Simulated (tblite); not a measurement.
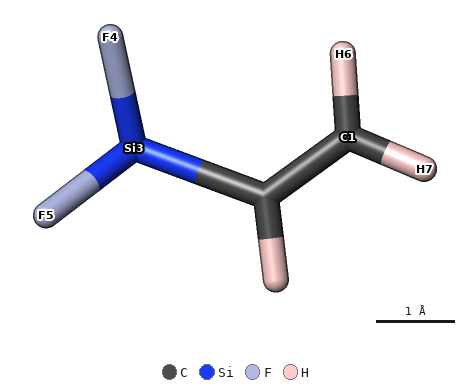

The structure (stick view, seen on its broad side; atoms are numbered from 1 in the order of the input). Bond lengths as drawn: C–C 1.33 Å, C–H 1.08 Å, C–Si 1.86 Å and F–Si 1.61 Å.

## Run report: C₂H₃F₂Si, polarizability calculation

The run: polarizability calculation of C₂H₃F₂Si, multiplicity 2. Method and program: GFN1-xTB, U-SCC (tblite 0.8.0).

The geometry comes from this level: GFN2-xTB.

## The input (script.py)
```python
# GFN1-xTB finite-field polarizability
import json
import numpy as np
from tblite.interface import Calculator
from tblite.library import ffi
from tblite.interface import symbols_to_numbers

symbols = list(map(str, np.loadtxt("start.xyz", skiprows=2, usecols=0, dtype=str, ndmin=1)))
numbers = np.array(symbols_to_numbers(symbols))
positions = np.loadtxt("start.xyz", skiprows=2, usecols=(1, 2, 3), ndmin=2) / 0.5291772

def dipole(field):
    calculator = Calculator("GFN1-xTB", numbers, positions, charge=0, uhf=1)
    calculator.set("verbosity", 0)
    calculator.set("accuracy", 0.01)
    calculator.add("spin-polarization", 1.0)
    calculator.add("electric-field", ffi.new("double[3]", list(field)))
    return calculator.singlepoint()

F = 0.001  # field step, atomic units
result = dipole([0.0, 0.0, 0.0])
alpha = np.array([(dipole(F * v).get('dipole') - dipole(-F * v).get('dipole')) / (2 * F) for v in np.eye(3)])
print(f"E = {result.get('energy'):.8f} Eh")
print("polarizability tensor (bohr^3)")
for row in alpha:
    print("".join(f"{v:12.4f}" for v in row))
w = np.linalg.eigvalsh((alpha + alpha.T) / 2)
print("principal values", np.round(w, 3), " isotropic %.3f" % w.mean())
out = {k: np.asarray(result.get(k)).tolist() for k in ("energy", "gradient", "charges", "dipole", "orbital-energies", "orbital-occupations")}
out.update(symbols=symbols, positions=(positions * 0.529177210903).tolist(), alpha=alpha.tolist())
json.dump(out, open("results.json", "w"))
```

## File start.xyz
```
8

C     -1.173360    -0.710470     0.141900
C     -0.083400    -0.339180    -0.524000
Si     1.408440     0.439690     0.260770
F      1.057200     1.356730     1.537420
F      2.079630     1.558280    -0.686610
H     -1.301430    -0.500960     1.190620
H     -1.994540    -1.207540    -0.348430
H      0.007460    -0.596530    -1.571670
```

Command:
```bash
python script.py
```

## What the program printed
```
E = -18.02677332 Eh
polarizability tensor (bohr^3)
     60.1863     12.9172      1.1837
     12.9148     27.4291      1.3119
      1.1786      1.3118     35.9115
principal values [22.893 35.885 64.749]  isotropic 41.176
```

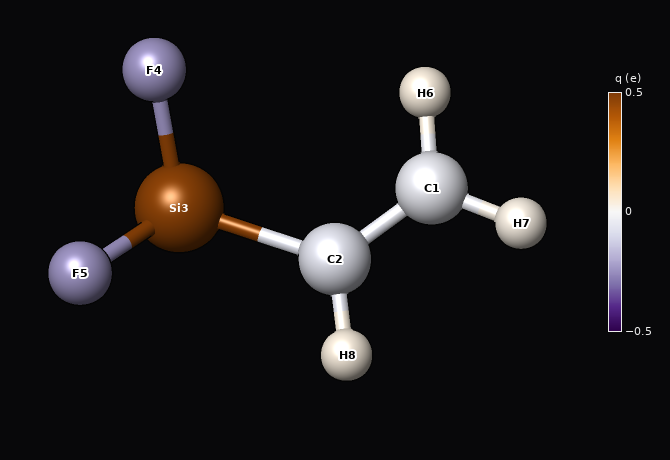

Mulliken charges, as the colour of each atom (ball-and-stick view, seen on its broad side; atoms are numbered from 1 in the order of the input). By element: C −0.06 to −0.04, Si +0.47, F −0.24 and H +0.03 to +0.04 e.

## Results in brief

| quantity | value |
| --- | --- |
| outcome | converged |
| total energy | −18.026773 hartree |
| basis functions | 31 |
| largest force | 1.493 eV/Å |
| dipole moment | 2.91 D |
| hardware | 1 thread of Intel Xeon @ 2.50GHz (Skylake/Cascade Lake), 189 GiB of memory available, shared host |
| wall time | 0.64 s |
| peak memory | 0.066 GiB |
